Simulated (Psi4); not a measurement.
# HSE06/def2-SVP run of GeH3O2F (SMILES [OH][GeH]([OH])[F])

What is the vertical singlet–triplet gap of GeH3O2F at HSE06/def2-SVP? 

Program for the calculation: Psi4 1.11.

### 1 The system as given

GeH3O2F has 7 atoms, charge 0, and is taken as a singlet. SMILES: `[OH][GeH]([OH])[F]`. Geometry: relaxed at PBE0-D4/def2-TZVP. This is one conformer, not always the lowest.

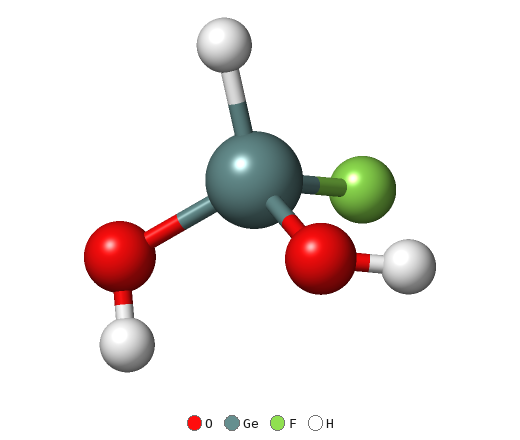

Viewed from a chosen angle; oxygen red, germanium teal, fluorine green, hydrogen white.

### 2 Energy and gradient at HSE06/def2-SVP

fgeh3o2.xyz reads:

```xyz
7
FGeH3O2
O     -0.352900     1.140300    -0.859300
Ge    -0.107500    -0.026800     0.432400
O      1.518200    -0.656000     0.307600
F     -1.260300    -1.284500     0.113200
H     -1.209200     1.041800    -1.283900
H     -0.331400     0.485800     1.847500
H      1.804400    -0.768700    -0.603100
```

job.py reads:

```python
import psi4

psi4.set_memory(2200000000)
psi4.set_num_threads(1)
psi4.set_output_file('run.log', False)

with open('fgeh3o2.xyz') as f:
    atoms = ''.join(f.readlines()[2:])
molecule = psi4.geometry('0 1\n' + atoms + 'symmetry c1\nno_reorient\nno_com')

psi4.set_options({
    'puream': True,
    'e_convergence': 1e-09,
    'd_convergence': 1e-08,
    'scf_type': 'pk',
    'dft_radial_points': 99,
    'dft_spherical_points': 590,
})

e_tot, wfn = psi4.gradient("hse06/def2-SVP", molecule=molecule, return_wfn=True)
psi4.oeprop(wfn, "MAYER_INDICES", "WIBERG_LOWDIN_INDICES", "QUADRUPOLE")
print('gradient / Eh bohr^-1')
print(e_tot.np.round(6))
print(f'energy = {wfn.energy():.10f} Eh')
```

Launch:

```sh
$ python job.py
```

run.log:

```text
[...]
  Running in c1 symmetry.
[...]
  Nuclear repulsion =  327.327915065786726
[...]
  Multiplicity = 1
[...]
  Nalpha       = 30
  Nbeta        = 30
[...]
    Number of basis functions: 89
[...]
   @RKS iter   1: -2326.97409167023307   -2.34455e+00   2.67596e-02 ADIIS/DIIS
[...]
   @RKS iter  12: -2328.22232856681239    4.09273e-12   1.56547e-09 DIIS
[...]
    Orbital Energies [Eh]
    ---------------------
    Doubly Occupied:
       1A   -399.104206     2A    -49.933097     3A    -44.421064
       4A    -44.420365     5A    -44.419861     6A    -24.729529
       7A    -19.209193     8A    -19.208505     9A     -6.326173
      10A     -4.482609    11A     -4.480903    12A     -4.478556
      13A     -1.289799    14A     -1.282949    15A     -1.276218
      16A     -1.273778    17A     -1.273456    18A     -1.133715
      19A     -1.005656    20A     -0.985167    21A     -0.590103
      22A     -0.508843    23A     -0.479389    24A     -0.433260
      25A     -0.412499    26A     -0.386668    27A     -0.370558
      28A     -0.352295    29A     -0.332242    30A     -0.322131
[...]
  @RKS Final Energy: -2328.22232856681239
   => Energetics <=
    Nuclear Repulsion Energy =            327.3279150657867262
    One-Electron Energy =               -3895.1446985210804996
    Two-Electron Energy =                1321.6941255441179237
    DFT Exchange-Correlation Energy =     -82.0996706556364444
    Empirical Dispersion Energy =           0.0000000000000000
    VV10 Nonlocal Energy =                  0.0000000000000000
    Total Energy =                      -2328.2223285668123935
[...]
  -Total Gradient:
     Atom            X                  Y                   Z
    ------   -----------------  -----------------  -----------------
       1       -0.002833757012    -0.000924325123    -0.000525583010
       2       -0.000683409684    -0.001289638270    -0.002039588930
       3       -0.000036751798    -0.000076100469    -0.003096032142
       4        0.001447049636     0.001521628329     0.000757923118
       5        0.003250076611     0.000261924674     0.001712041178
       6       -0.000185938826     0.000064961378     0.000007185503
       7       -0.001009866005     0.000464013539     0.003143358200
[...]
 Multipole Moments:
 ------------------------------------------------------------------------------------
     Multipole            Electronic (a.u.)      Nuclear  (a.u.)        Total (a.u.)
 ------------------------------------------------------------------------------------
 L = 1.  Multiply by 2.5417464519 to convert [e a0] to [Debye]
 Dipole X            :          9.6423507           -9.8199618           -0.1776111
 Dipole Y            :         15.0433971          -14.7111399            0.3322572
 Dipole Z            :        -19.9493118           19.6578760           -0.2914358
 Magnitude           :                                                    0.4763144
 L = 2.  Multiply by 1.3450342976 to convert [e a0^2] to [Debye ang]
 Quadrupole XX       :       -163.5980349          139.0165971          -24.5814379
 Quadrupole XY       :         -4.9385417            2.3829738           -2.5555679
[...]
```

The script printed:

```text
gradient / Eh bohr^-1
[[-2.834e-03 -9.240e-04 -5.260e-04]
 [-6.830e-04 -1.290e-03 -2.040e-03]
 [-3.700e-05 -7.600e-05 -3.096e-03]
 [ 1.447e-03  1.522e-03  7.580e-04]
 [ 3.250e-03  2.620e-04  1.712e-03]
 [-1.860e-04  6.500e-05  7.000e-06]
 [-1.010e-03  4.640e-04  3.143e-03]]
energy = -2328.2223285668 Eh
```

It took 29 s on 1 thread of AMD EPYC 9R45 (Zen 5), shared host; peak memory 1.1 GiB.

### 3 The triplet: a single-point energy at UHSE06/def2-SVP

fgeh3o2.dat reads:

```
memory 2.2 GB

molecule m {
  0 3
  O     -0.352900     1.140300    -0.859300
  Ge    -0.107500    -0.026800     0.432400
  O      1.518200    -0.656000     0.307600
  F     -1.260300    -1.284500     0.113200
  H     -1.209200     1.041800    -1.283900
  H     -0.331400     0.485800     1.847500
  H      1.804400    -0.768700    -0.603100
  symmetry c1
  no_reorient
  no_com
}

set basis def2-SVP
set reference uks
set puream true
set e_convergence 1e-09
set d_convergence 1e-08
set scf_type pk
set dft_radial_points 99
set dft_spherical_points 590
set maxiter 100

e, wfn = energy("hse06", return_wfn=True)
oeprop(wfn, "LOWDIN_CHARGES", "MULLIKEN_CHARGES", "WIBERG_LOWDIN_INDICES", title="HSE06")
```

Launch:

```sh
$ psi4 -n 1 fgeh3o2.dat fgeh3o2.out
```

fgeh3o2.out, cut to the lines that bear on the results:

```text
[...]
  Running in c1 symmetry.
[...]
  Nuclear repulsion =  327.327915065786726
[...]
  Multiplicity = 3
[...]
  Nalpha       = 31
  Nbeta        = 29
[...]
    Number of basis functions: 89
[...]
   @UKS iter   1: -2326.61418923330257   -1.98465e+00   2.70740e-02 DIIS/ADIIS
[...]
   @UKS iter  24: -2327.95070491682509    9.09495e-13   7.92688e-09 DIIS
[...]
   @S^2 Observed:                2.008217590E+00
[...]
  @UKS Final Energy: -2327.95070491682509
   => Energetics <=
    Nuclear Repulsion Energy =            327.3279150657867262
    One-Electron Energy =               -3893.8067821529111825
    Two-Electron Energy =                1320.5708847127048102
    DFT Exchange-Correlation Energy =     -82.0427225424054285
    Empirical Dispersion Energy =           0.0000000000000000
    VV10 Nonlocal Energy =                  0.0000000000000000
    Total Energy =                      -2327.9507049168250887
  UHF NO Occupations:
  HONO-2 :   29  A 1.9974385
  HONO-1 :   30  A 1.0000000
[...]
 Multipole Moments:
 ------------------------------------------------------------------------------------
     Multipole            Electronic (a.u.)      Nuclear  (a.u.)        Total (a.u.)
 ------------------------------------------------------------------------------------
 L = 1.  Multiply by 2.5417464519 to convert [e a0] to [Debye]
 Dipole X            :         10.1034939           -9.8199618            0.2835321
 Dipole Y            :         15.2385614          -14.7111399            0.5274215
 Dipole Z            :        -19.9921064           19.6578760           -0.3342304
 Magnitude           :                                                    0.6857651
[...]
  Mulliken Charges: (a.u.)
   Center  Symbol    Alpha    Beta     Spin     Total
       1     O     4.35807  3.57616  0.78191  0.06576
       2    GE    15.89229 15.48740  0.40489  0.62031
       3     O     4.25444  4.10870  0.14574 -0.36314
       4     F     4.70470  4.67389  0.03080 -0.37859
       5     H     0.69958  0.35848  0.34110 -0.05807
       6     H     0.65914  0.39906  0.26008 -0.05819
       7     H     0.43178  0.39630  0.03548  0.17191
   Total alpha = 31.00000, Total beta = 29.00000, Total charge =  0.00000
  Lowdin Charges: (a.u.)
[...]
```

Wall time 50 s (1 thread of AMD EPYC 9R45 (Zen 5), shared host); peak memory 1.2 GiB.

### 4 What came out

At HSE06/def2-SVP:

```
                                        quantity           value
                           singlet: total energy  -2328.22233 Eh
                          singlet: dipole moment          1.21 D
                            singlet: HOMO energy        -8.77 eV
                            singlet: LUMO energy         0.08 eV
                          singlet: HOMO–LUMO gap         8.84 eV
               singlet: largest force on an atom      0.189 eV/Å
                           triplet: total energy  -2327.95070 Eh
                          triplet: dipole moment          1.74 D
     triplet: HOMO energy (highest over α and β)        -1.94 eV
                                   triplet: ⟨S²⟩           2.008
vertical energy of the triplet above the singlet        7.391 eV
```

In words: At this shape the triplet lies 7.39 eV (170 kcal/mol) above the singlet. Mulliken charges (triplet) run from -0.38 on F4 to +0.62 on Ge2; they depend strongly on the basis.
